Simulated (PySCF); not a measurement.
**C7H18AlN: density, localisation and related maps**

```yaml
atoms:
  - { symbol: C, position_ang: [3.1719, 0.6596, 0.0409] }
  - { symbol: C, position_ang: [1.8863, 0.3743, 0.8083] }
  - { symbol: C, position_ang: [1.0421, -0.6436, 0.0287] }
  - { symbol: Al, position_ang: [0.3159, -0.4003, -1.8602] }
  - { symbol: N, position_ang: [-1.2515, -0.0951, -0.5313] }
  - { symbol: C, position_ang: [-2.5938, -0.6389, -0.6612] }
  - { symbol: C, position_ang: [-1.3022, 1.3405, -0.3191] }
  - { symbol: C, position_ang: [-0.4322, -0.8188, 0.4825] }
  - { symbol: C, position_ang: [-0.7479, -0.4799, 1.9333] }
  - { symbol: H, position_ang: [3.7800, 1.4050, 0.5499] }
  - { symbol: H, position_ang: [2.9216, 1.0255, -0.9567] }
  - { symbol: H, position_ang: [3.7590, -0.2497, -0.0693] }
  - { symbol: H, position_ang: [2.1359, -0.0040, 1.8060] }
  - { symbol: H, position_ang: [1.3513, 1.3163, 0.9428] }
  - { symbol: H, position_ang: [1.5321, -1.6170, 0.1936] }
  - { symbol: H, position_ang: [0.4185, 0.8917, -2.7206] }
  - { symbol: H, position_ang: [-0.1202, -1.7294, -2.5587] }
  - { symbol: H, position_ang: [-3.1183, -0.1194, -1.4625] }
  - { symbol: H, position_ang: [-2.5276, -1.6934, -0.9265] }
  - { symbol: H, position_ang: [-3.1736, -0.5349, 0.2622] }
  - { symbol: H, position_ang: [-1.8211, 1.8003, -1.1612] }
  - { symbol: H, position_ang: [-1.8168, 1.6121, 0.6066] }
  - { symbol: H, position_ang: [-0.2838, 1.7282, -0.3078] }
  - { symbol: H, position_ang: [-0.6863, -1.8734, 0.3215] }
  - { symbol: H, position_ang: [-0.1828, -1.1496, 2.5773] }
  - { symbol: H, position_ang: [-1.8062, -0.6199, 2.1518] }
  - { symbol: H, position_ang: [-0.4701, 0.5401, 2.1828] }
```

Geometry: GFN2-xTB.

All numbers below come from PBE0/pcSseg-1, SCF density, gas phase, non-relativistic in PySCF.

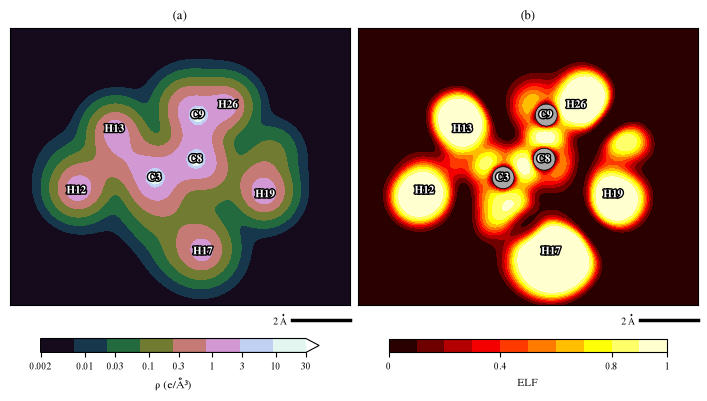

Figure 1. (a) total electron density; (b) electron localisation function on the plane of atoms C8, C9 and H26. Grey discs cover the atomic cores in the ELF map.

**What do the fields say about this system?**

The plane passes through C and H nuclei.
C–C (1.52 Å): ρ is about 1.6 e/Å³ halfway; the ELF peaks at about 0.95 between the atoms, as expected for localised, covalent bonding.
C–H (1.09 Å): the density is about 2 e/Å³ at the midpoint; the ELF climbs to about 1 towards the hydrogen, as it does in any bond to H: a covalent bond by its length.

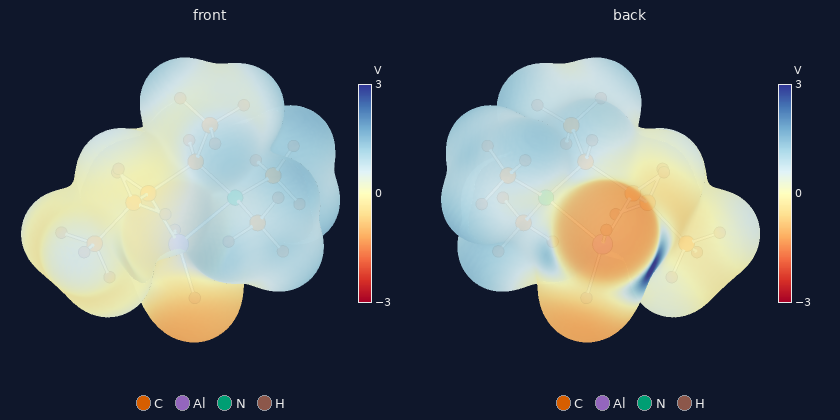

Figure 2. The molecular electrostatic potential painted on the density surface at 0.004 e/bohr³, seen from the front and from behind; red is negative and blue positive.

**Describe the electrostatic potential map.**

The most negative region (about −1.3 V, or −30 kcal/mol for a unit charge) lies over H17, the most positive (about +2.5 V, or +58 kcal/mol for a unit charge) over Al4.

**How polar is the molecule by this calculation?**

Its dipole moment is 3.88 D.
